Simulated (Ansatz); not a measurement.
System: H2Mg, singlet: map of symmetric stretch and bend. Scanned: Mg-H bond length and H-Mg-H angle.

Computed with CCSDT(Q) on RHF/cc-pVTZ, frozen core run with Ansatz (a first-principles code).

Energy in kcal/mol above the lowest grid point; x is the Mg-H bond length (Å), y the H-Mg-H angle (°).

| y \ x | 1.45 | 1.56 | 1.65 | 1.74 | 1.82 | 1.91 | 1.99 | 2.08 | 2.16 | 2.25 | 2.31 |
|---|---|---|---|---|---|---|---|---|---|---|---|
| 180 | 20.9 | 6.0 | 0.8 | 0.0 | 2.1 | 6.7 | 12.2 | 19.4 | 26.5 | 34.8 | 40.4 |
| 173 | 21.1 | 6.2 | 0.9 | 0.2 | 2.2 | 6.8 | 12.3 | 19.6 | 26.6 | 34.9 | 40.5 |
| 163 | 22.0 | 7.0 | 1.8 | 1.0 | 3.0 | 7.6 | 13.0 | 20.2 | 27.3 | 35.5 | 41.1 |
| 153 | 23.7 | 8.7 | 3.3 | 2.5 | 4.5 | 9.0 | 14.4 | 21.5 | 28.5 | 36.7 | 42.2 |
| 143 | 26.1 | 11.1 | 5.7 | 4.7 | 6.7 | 11.1 | 16.4 | 23.4 | 30.3 | 38.4 | 43.8 |
| 133 | 29.5 | 14.3 | 8.8 | 7.8 | 9.6 | 13.9 | 19.1 | 26.0 | 32.7 | 40.6 | 46.0 |
| 123 | 34.0 | 18.6 | 13.0 | 11.8 | 13.4 | 17.5 | 22.5 | 29.3 | 35.8 | 43.5 | 48.7 |
| 113 | 39.6 | 24.0 | 18.1 | 16.7 | 18.2 | 22.1 | 26.9 | 33.3 | 39.6 | 47.1 | 52.1 |
| 103 | 46.6 | 30.7 | 24.6 | 22.9 | 24.1 | 27.7 | 32.2 | 38.3 | 44.3 | 51.4 | 56.2 |
| 93 | 55.4 | 39.1 | 32.6 | 30.5 | 31.4 | 34.5 | 38.7 | 44.4 | 50.0 | 56.7 | 61.1 |
| 83 | 66.2 | 49.4 | 42.5 | 40.0 | 40.4 | 43.0 | 46.7 | 51.9 | 57.0 | 63.1 | 67.1 |
| 70 | 83.9 | 66.4 | 58.8 | 55.6 | 55.4 | 57.2 | 60.2 | 64.4 | 68.7 | 73.8 | 77.1 |

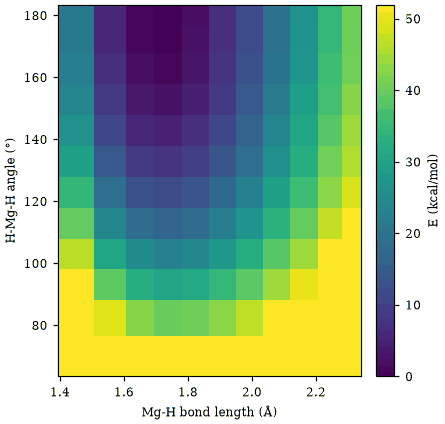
Figure. Energy surface, cut off at 52 kcal/mol.

Points that lie below all their neighbours on the grid: x = 1.74, y = 180 on the edge of the grid (0.0 kcal/mol).
